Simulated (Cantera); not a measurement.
Feed: 1 mol AlN, 0.94 mol Cl2, equilibrated at 24.0 mbar.

Cantera equilibrium calculation (NASA polynomials, part measured and part estimated; ideal gas, pure solids and liquids). Candidate condensed phases: Al, AlCl3, AlN; 11 gas species. The tables' values for AlCl2 are old estimates; treat these amounts as uncertain. Kinetics and transport are ignored.

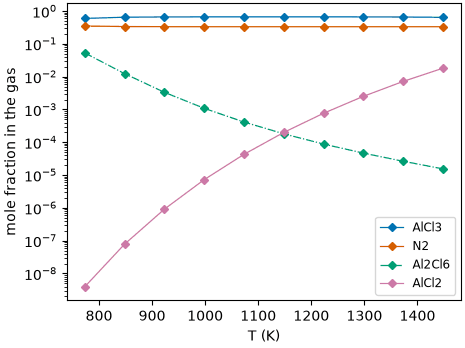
Figure: Equilibrium gas composition (values under 1e-9 drawn at 1e-9)

From 773 K to 1448 K the condensed part is AlN(s). The main Al-bearing gas is AlCl3 throughout.
